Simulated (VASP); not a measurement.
Band structure of CdSe (zinc blende). All values below come from LDA (Ceperley-Alder, Perdew-Zunger), VASP's LDA PAW potentials (set 64) (plane waves; VASP).

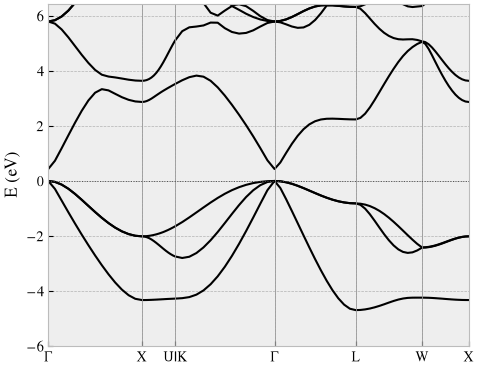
Figure. Bands along high-symmetry lines, zero at the valence-band maximum or, without a gap, the Fermi level

Q: Read the plot: is there a gap, and where are the band edges?

A: The gap is direct, 0.43 eV, from the valence maximum at Γ to the conduction minimum at Γ. (Edges off the drawn lines would not show.)

The compound is CdSe in the zinc blende structure, whereas wurtzite is the usual form. It was relaxed first.
